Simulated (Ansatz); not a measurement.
## Nudged elastic band, with input and output: C3H12OSi2 (part 2 of 2)

Continued. System: C3H12OSi2. Method: RKS CAM-B3LYP-D4/6-31G (Ansatz 0.2.0). The run did not end well. One setting was made poor on purpose. It belongs to a series of runs on one base structure; here: an input spoilt on purpose.

Geometry of the input (Å):
```
C  -1.6687  -1.1097  -0.1083
C  -0.4225  -1.1300  0.7768
C  0.8745  -0.8374  0.0202
O  1.1057  -1.8150  -1.0395
Si 0.9373  0.8427  -0.9240
Si 0.2651  2.6049  0.4863
H  -1.5172  -1.7451  -0.9846
H  -2.5454  -1.4702  0.4367
H  -1.8923  -0.0982  -0.4628
H  -0.5250  -0.4111  1.6000
H  -0.3272  -2.1188  1.2508
H  1.7143  -0.8546  0.7303
H  1.2297  -2.7099  -0.6661
H  2.3468  1.0721  -1.3770
H  0.0519  0.7837  -2.1273
H  -1.1567  2.4220  0.9289
H  1.1214  2.6560  1.7180
H  -1.5187  -1.0097  -0.1083
```

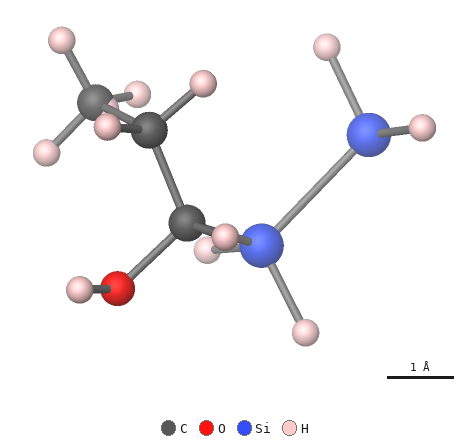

Figure 1. The structure as given in the input (ball-and-stick view, seen at a tilt).

**Output, continued**
```
Unfinished report: {"positions_ang":[[-1.5576938989982905,-1.2549114251054445,0.2618813644462177],[-0.2940253805265677,-1.0489409809204098,1.1310720989086809],[0.9886690262271669,-0.7967483087665536,0.382049517210499],[1.4310065087320436,-2.143133175983407,-0.5620551578118769],[1.1098803426626653,0.5844316245684281,-0.9037945428954066],[-0.2835162195041969,2.245197526749737,-0.0008514599956552862],[-1.466569470203563,-2.1274596494075984,-0.3777827759226507],[-2.4219473307547235,-1.4357279746304423,0.9156261302315878],[-1.7926057734501757,-0.40748903148657484,-0.4011343969238575],[-0.4652127590912192,-0.1854910612990487,1.7985905176858195],[-0.16648809852965593,-1.909613807479946,1.7973603968187277],[1.8809825530242335,-1.3503777501854324,0.5548296897911182],[0.7707776588076358,-2.8629224546325034,-0.4888211572014471],[2.513372667247458,1.1018484223142495,-0.9543091495681059],[0.5166546241998102,0.28217328508659184,-2.2219522691888867],[-1.6522006887920806,2.1921654201500855,0.551053907838371],[0.545604931754809,3.1563583707970917,0.9300966285574053],[-1.583669692805351,1.0322789702311763,-2.2616973419805415]],"unchecked":["starts","cluster_reference","orbital_swaps","neighbouring_geometries","increment"],"mean_field":{"relativity":"none","state":{"energy":{"ev":-21094.436781999586,"hartree":-775.2062534156897},"converged":true,"gradient_ev":0.00002282213886028261,"stability":{"kind":"minimum","curvature_ev":15.72802440678339},"curvature_floor_ev":0.00030000000000000003,"spin_squared":-4.973799150320701e-14},"others":[],"fillings":{"estimated":0,"unestimated":0,"tried":0,"untried":0,"excluded_magnetic_sites":0},"n_dropped_functions":0,"n_trapped_functions":0,"passes":{"evaluations":4,"products":31},"factors":{"origin":"Cholesky decomposition","count":1209,"bound_ev":0.00016833072839496832},"gradient_stop_ev":0.00009,"reference_kind":"stationary","functional":{"name":"CAM-B3LYP","citations":["Yanai, Tew & Handy, Chem. Phys. Lett. 393, 51 (2004) doi:10.1016/j.cplett.2004.06.011","Iikura, Tsuneda, Yanai & Hirao, J. Chem. Phys. 115, 3540 (2001) doi:10.1063/1.1383587","Becke, Phys. Rev. A 38, 3098 (1988) doi:10.1103/PhysRevA.38.3098","Lee, Yang & Parr, Phys. Rev. B 37, 785 (1988) doi:10.1103/PhysRevB.37.785","Vosko, Wilk & Nusair, Can. J. Phys. 58, 1200 (1980) doi:10.1139/p80-159"],"text":"name \"CAM-B3LYP\"\ncite \"Yanai, Tew & Handy, Chem. Phys. Lett. 393, 51 (2004) doi:10.1016/j.cplett.2004.06.011\"\ncite \"Iikura, Tsuneda, Yanai & Hirao, J. Chem. Phys. 115, 3540 (2001) doi:10.1063/1.1383587\"\ncite \"Becke, Phys. Rev. A 38, 3098 (1988) doi:10.1103/PhysRevA.38.3098\"\ncite \"Lee, Yang & Parr, Phys. Rev. B 37, 785 (1988) doi:10.1103/PhysRevB.37.785\"\ncite \"Vosko, Wilk & Nusair, Can. J. Phys. 58, 1200 (1980) doi:10.1139/p80-159\"\nparameter alpha = 0.19\nparameter beta = 0.46\nparameter omega = 0.33/bohr\nparameter ac = 0.81\n# Exact exchange under (alpha + beta erf(omega r))/r, Becke's under what is left of 1/r.\nexchange = (1 - alpha - beta)*b88_x + beta*b88_x_sr(omega) + alpha*exact_x + beta*exact_x_lr(omega)\ncorrelation = (1 - ac)*vwn5_c + ac*lyp_c\n","parameters":{"ac":{"value":0.81,"default":0.81},"alpha":{"value":0.19,"default":0.19},"beta":{"value":0.46,"default":0.46},"omega":{"value":0.33,"default":0.33,"unit":"/bohr"}},"final_grid":{"core_spheres":13.0,"valence_spheres":11.0,"degree":36.0},"final_grid_parameter_source":"default","radial_points_factor":1.0,"radial_grid_error_ev":3.761455755150831e-7,"grid_sensitivity":"normal","grid_sensitivity_ratio":0.001105456905326488},"unsmoothed_excess_ev":-0.00014381418572991707,"symmetry":{"irreps":["A"],"axes":[[0.996040819070882,0.027543345065917123,0.08452248746449705],[-0.013443822464960849,0.9865257558009688,-0.16305274232240857],[-0.08787462877382103,0.16127088169879572,0.9829902096836753]],"occupied":[{"A":33},{"A":33}]},"held":{"pivots":1209,"left_out":0,"joined":0},"density_repulsion":{"missed_ev":0.0003183554244143592,"excess_ev":0.0,"most_excess_ev":0.0001782,"are_drawn_again":false,"n_first_factors":1209,"energy_change_ev":0.0,"n_dropped_ends":0}},"factors":{"origin":"Cholesky decomposition","count":1209,"bound_ev":0.00016833072839496832},"n_frozen":0,"n_occupied":[33,33],"n_virtual":[53,53],"reference":{"ev":-21094.436781999586,"hartree":-775.2062534156897},"dispersion":{"energy":{"ev":-0.42913705908611494,"hartree":-0.01577049604186873},"switches_in_reach":[]},"total":{"ev":-21094.865919058673,"hartree":-775.2220239117316},"forces_ev_per_angstrom":[[0.010539515700575474,0.1665961656836721,0.25665263825576146],[-0.028899586674308215,0.19547663405316,0.22895979315122045],[-0.6075022862768058,-1.7325169800368447,-1.836506205406645],[-1.3670907338986782,-0.6737541337642405,-1.7794179013365405],[-0.1922097798809303,-0.014608210940256368,0.4259860639068569],[0.04521233595646218,-0.21924723020375522,-0.6199896594830153],[0.15032554465572207,-0.26874867488465803,-0.18359551775140825],[0.10044087683977146,0.13639133287428618,-0.1124215753917095],[0.14227689098398694,-0.013943361782391188,0.16596146977681012],[0.044634049620471586,-0.1478992520168186,-0.0854765418902508],[0.00520192061244179,-0.05794030754471164,-0.009077725915263273],[1.9133217153499236,1.7089172086897233,3.47690478456559],[-0.17272859224613427,0.052382401225272504,-0.1262681582360771],[-0.0007867819351381955,0.031445291572236515,-0.11102987272690451],[0.2847363802599956,-0.2564516317742014,-0.059797575008558444],[-0.15113228801484152,-0.3610119834836008,0.30288521750354264],[-0.4850359418501656,0.28823144409794926,-0.7527721931070351],[0.3086967607961087,1.1666812882359172,0.819002959088194]],"charge_distribution":{"dipole_moment_e_ang":[-0.021402996037824883,-0.07916135726451866,0.6343055890949673],"mulliken_charges_e":[-0.41514192771243064,-0.2970070297473386,-0.28383379817229404,-0.6448822036186694,0.5583850480487236,0.1932887170391222,0.13584404382805293,0.14461360314922622,0.17504645438646937,0.15769643392148947,0.14617048176814484,0.28271371893955166,0.35841810075976643,-0.10233914172121494,-0.05062270110956968,-0.07210590572287279,-0.10391300240704515,-0.18233089162915905],"lowdin_charges_e":[-0.2617978675689656,-0.20086652933721982,-0.24366486518681896,-0.4031184830119159,0.3101550859151274,0.2147413072049762,0.0954487182701409,0.10510719881477504,0.12965816319170398,0.12368630985915008,0.10401192412098426,0.20681468961839977,0.2539136660762944,-0.08950404936667722,-0.06301040123560209,-0.07558477135766983,-0.08681524799679652,-0.11917484800988998]},"n_threads":2,"memory_gib":2.556818182580173,"seconds":{"hamiltonian":3.9231950319999997,"orbitals":0.0,"second_order":0.0,"solver_start":0.0,"cycles":0.0,"cycle":0.0,"perturbative":0.0,"full_ci_increment":0.0,"forces":0.0}}
this run last wrote the band of iteration 4 to [file]
Error: SIGTERM received: run cancelled behind 262 evaluations of the mean field
```

**The last band as extended XYZ (Å, eV, eV/Å)**
```
18
Properties=species:S:1:pos:R:3:forces:R:3 image=0 energy=-20864.23953
C    -1.6687   -1.1097   -0.1083  -1663.9425 -1108.3334  -1.4228
C    -0.4225   -1.1300    0.7768    1.7493  -0.8951   1.7423
C     0.8745   -0.8374    0.0202   -0.1731  -0.3135  -1.1547
O     1.1057   -1.8150   -1.0395   -0.5879  -0.6865   0.2000
Si    0.9373    0.8427   -0.9240   -0.1686   1.5490   1.2835
Si    0.2651    2.6049    0.4863    0.3299   1.2659  -1.1863
H    -1.5172   -1.7451   -0.9846   -0.4183   0.9985   1.5518
H    -2.5454   -1.4702    0.4367    2.2569   0.9848  -1.4121
H    -1.8923   -0.0982   -0.4628   -0.2401  -1.2135   0.4400
H    -0.5250   -0.4111    1.6000   -0.3424   0.2764  -0.4833
H    -0.3272   -2.1188    1.2508   -0.5344  -0.0396  -0.3246
H     1.7143   -0.8546    0.7303   -0.3572   0.1450   0.1746
H     1.2297   -2.7099   -0.6661    0.2743  -0.2682  -0.1144
H     2.3468    1.0721   -1.3770   -0.0186  -0.3215  -0.0258
H     0.0519    0.7837   -2.1273   -0.1817  -0.4230  -0.1481
H    -1.1567    2.4220    0.9289   -0.4994  -0.5844   0.2380
H     1.1214    2.6560    1.7180    0.0823  -0.5367   0.3795
H    -1.5187   -1.0097   -0.1083  1662.7716 1108.3958   0.2623
18
Properties=species:S:1:pos:R:3:forces:R:3 image=1 energy=-21096.46608
C    -1.6638   -1.0413   -0.2398   -1.6516  -0.4193  -0.7993
C    -0.2357   -1.1340    0.8802    1.0995   0.4122   0.3412
C     0.9845   -0.8321    0.0769   -0.8329   0.0397   0.8068
O     1.2188   -1.9259   -0.8524    0.4318   0.2142   0.4972
Si    0.8554    0.8886   -0.8822    0.0806   0.0429  -0.2488
Si    0.0599    2.6690    0.4243   -0.1725   0.2409   0.1780
H    -2.4825   -0.8422   -0.9948    0.0950   0.2714  -0.0521
H    -2.3431   -1.4680    0.5228    0.4164   0.1009  -0.2367
H    -1.4369    0.0648   -0.2085    0.0812  -0.0189   0.2461
H    -0.4824   -0.3511    1.6155    0.0410  -0.4222  -0.1725
H    -0.3347   -2.1751    1.2125   -0.0392   0.3279   0.0232
H     1.7441   -0.5995    0.8515    0.3610  -0.5086  -0.6043
H     1.7308   -2.6321   -0.4099    0.0106  -0.1157  -0.2309
H     2.2480    1.1177   -1.3950   -0.0052  -0.0653   0.0232
H     0.0056    0.5396   -2.0819    0.0729  -0.0138  -0.0274
H    -1.3760    2.2145    0.7665   -0.0683  -0.1840  -0.1218
H     0.7209    2.3297    1.7803    0.0183  -0.0899  -0.1041
H    -1.1399   -1.7508   -0.9158    0.0616   0.1876   0.4823
18
Properties=species:S:1:pos:R:3:forces:R:3 image=2 energy=-21095.79478
C    -1.7098   -0.9238    0.1028   -0.4321  -0.2551   0.4843
C    -0.4099   -1.1069    0.9084   -0.3564   0.1210   0.0298
C     0.9034   -0.8687    0.1616    0.1343  -0.2888  -0.6177
O     1.2569   -1.9108   -0.8494   -0.4934   0.3269   0.5817
Si    0.8747    0.7305   -0.9416    0.2833   0.1257   0.0435
Si    0.1209    2.5131    0.4692    0.1005   0.2255   0.0154
H    -1.9298   -1.7924   -0.5445    0.0568   0.2991   0.3871
H    -2.5758   -0.7486    0.8020    0.6865  -0.2891  -0.6546
H    -1.6397   -0.0368   -0.5431   -0.1132  -0.0039   0.1188
H    -0.4410   -0.3872    1.7486    0.1569  -0.1852  -0.1639
H    -0.3854   -2.1098    1.3527   -0.0278  -0.0257   0.0816
H     1.7366   -0.8109    0.8812   -0.1872   0.1015  -0.0360
H     1.4135   -2.7685   -0.4003    0.1401  -0.0457   0.0132
H     2.2679    1.0100   -1.4074   -0.0121  -0.1165  -0.1123
H    -0.0479    0.6480   -2.1132   -0.2753  -0.2557  -0.0083
H    -1.3747    2.4659    0.7042   -0.0097   0.0484  -0.0578
H     0.6913    2.4018    1.8766   -0.0799  -0.2125  -0.0002
H    -0.6781   -1.2334   -2.0576    0.4287   0.4301  -0.1045
18
Properties=species:S:1:pos:R:3:forces:R:3 image=3 energy=-21095.60292
C    -1.6190   -1.2741    0.2729   -0.0542  -0.2079  -0.2233
C    -0.3302   -1.0432    1.0869   -0.4348   0.6456   0.2057
C     0.9229   -0.8416    0.2494   -1.1473  -2.0285  -2.7731
O     1.1301   -2.0168   -0.7764   -0.7481   1.1618   0.5822
Si    1.0195    0.7148   -0.8894    0.0917   0.1104   0.3234
Si    0.0484    2.4015    0.3447    0.1008  -0.2074   0.0138
H    -1.5512   -2.1781   -0.3607    0.0367   0.2455   0.4094
H    -2.4819   -1.3803    0.9578    0.3051   0.0627  -0.3380
H    -1.8150   -0.4732   -0.4594    0.0069  -0.0852   0.3601
H    -0.4837   -0.1522    1.7617    0.2626  -0.6927  -0.5083
H    -0.1807   -1.8986    1.7469    0.0636  -0.1519   0.2344
H     1.8255   -1.0233    0.7381    1.4851   0.7959   1.7280
H     0.7665   -2.8333   -0.3806   -0.0335  -0.0367  -0.0316
H     2.4719    1.0497   -1.0289    0.0506   0.0489  -0.0185
H     0.2282    0.6618   -2.1852   -0.2944  -0.4865  -0.0460
H    -1.4007    2.7434    0.3351   -0.0315   0.0554   0.0179
H     0.8428    3.0971    1.3967   -0.0288   0.3386  -0.0758
H    -1.3205   -0.4820   -2.6591    0.3695   0.4320   0.1398
18
Properties=species:S:1:pos:R:3:forces:R:3 image=4 energy=-21094.86577
C    -1.5577   -1.2549    0.2619    0.0105   0.1666   0.2567
C    -0.2940   -1.0489    1.1311   -0.0289   0.1955   0.2290
C     0.9887   -0.7967    0.3821   -0.6075  -1.7325  -1.8365
O     1.4310   -2.1431   -0.5621   -1.3671  -0.6738  -1.7794
Si    1.1099    0.5844   -0.9038   -0.1922  -0.0146   0.4260
Si   -0.2835    2.2452   -0.0009    0.0452  -0.2192  -0.6200
H    -1.4666   -2.1275   -0.3778    0.1503  -0.2687  -0.1836
H    -2.4219   -1.4357    0.9156    0.1004   0.1364  -0.1124
H    -1.7926   -0.4075   -0.4011    0.1423  -0.0139   0.1660
H    -0.4652   -0.1855    1.7986    0.0446  -0.1479  -0.0855
H    -0.1665   -1.9096    1.7974    0.0052  -0.0579  -0.0091
H     1.8810   -1.3504    0.5548    1.9133   1.7089   3.4769
H     0.7708   -2.8629   -0.4888   -0.1727   0.0524  -0.1263
H     2.5134    1.1018   -0.9543   -0.0008   0.0314  -0.1110
H     0.5167    0.2822   -2.2220    0.2847  -0.2565  -0.0598
H    -1.6522    2.1922    0.5511   -0.1511  -0.3610   0.3029
H     0.5456    3.1564    0.9301   -0.4850   0.2882  -0.7528
H    -1.5837    1.0323   -2.2617    0.3087   1.1667   0.8190
18
Properties=species:S:1:pos:R:3:forces:R:3 image=5 energy=-21097.94996
C    -1.5833   -1.4337    0.1608   -0.0191   0.0056  -0.0427
C    -0.4146   -1.1277    1.1089   -0.0678  -0.1018  -0.0318
C     0.8945   -0.6886    0.5333   -0.0434   0.2872   0.3702
O     1.5749   -2.1121   -0.3754   -0.0169  -0.5234  -0.5199
Si    0.9707    0.5663   -0.8439    0.0380   0.0651   0.0083
Si   -0.4321    2.3296   -0.2278   -0.2522  -0.2345  -0.3548
H    -1.3520   -2.2727   -0.5078    0.0052   0.0339  -0.0054
H    -2.4815   -1.7000    0.7255   -0.0519  -0.0204  -0.0296
H    -1.8199   -0.5652   -0.4677    0.0179  -0.1130   0.0652
H    -0.6881   -0.2770    1.7516   -0.0025  -0.0093   0.0245
H    -0.2723   -1.9628    1.8108   -0.0433  -0.0130   0.0069
H     2.1145   -1.9008    0.4353    0.2229  -0.1283   0.2514
H     1.0360   -2.9254   -0.3529    0.0847  -0.0635   0.1000
H     2.3668    1.0907   -1.0128   -0.0328  -0.0015  -0.0615
H     0.4869    0.1687   -2.2166    0.0196  -0.1524   0.0396
H    -1.6031    2.0530    0.6545   -0.0202  -0.3458   0.1929
H     0.3926    3.3062    0.5672   -0.2381   0.4707  -0.5577
H    -1.1172    2.5233   -1.5928    0.3999   0.8443   0.5444
18
Properties=species:S:1:pos:R:3:forces:R:3 image=6 energy=-21098.49374
C    -1.5440   -1.8154    0.0078   -0.0028  -0.0040  -0.0134
C    -0.4835   -1.2965    0.9952    0.0282  -0.0294  -0.0045
C     0.7530   -0.6108    0.4706   -0.0079  -0.0181   0.0077
O     1.5407   -1.9315   -0.5028   -0.0455  -0.0745   0.0156
Si    0.6314    0.7172   -0.8670    0.0169   0.0111  -0.0241
Si   -0.1849    2.6258    0.2486    0.0027   0.0036  -0.0178
H    -1.1349   -2.5762   -0.6722   -0.0052   0.0036   0.0101
H    -2.3875   -2.2795    0.5306    0.0138   0.0070  -0.0018
H    -1.9303   -1.0037   -0.6158   -0.0036  -0.0022   0.0042
H    -0.9429   -0.5270    1.6354    0.0053   0.0127   0.0020
H    -0.2066   -2.1037    1.6903   -0.0059   0.0017   0.0011
H     2.3220   -2.1612    0.0249   -0.0319   0.0154  -0.0195
H     1.0251   -2.6995   -0.8180    0.0483   0.0719   0.0177
H     2.0013    1.0255   -1.3941   -0.0013   0.0071   0.0107
H    -0.2378    0.5088   -2.0973   -0.0077   0.0025   0.0033
H    -1.4867    2.3275    0.9388    0.0017  -0.0045   0.0018
H     0.7777    3.1193    1.2866   -0.0046  -0.0033   0.0061
H    -0.4392    3.7525   -0.7114   -0.0004  -0.0005   0.0009
```

**Outcome**

```json
{"quantity": "outcome", "value": "stopped at the time limit"}
{"quantity": "barrier, forward (band not converged)", "value": "0.000 eV"}
{"quantity": "barrier, backward", "value": "234.254 eV"}
{"quantity": "wall time", "value": "90 s (CPU time 2.9 min)"}
{"quantity": "peak memory", "value": "0.32 GiB"}
```

**What went wrong**

The run was cut off by its time limit, so the output is incomplete. A deliberately poor setting: bad input.
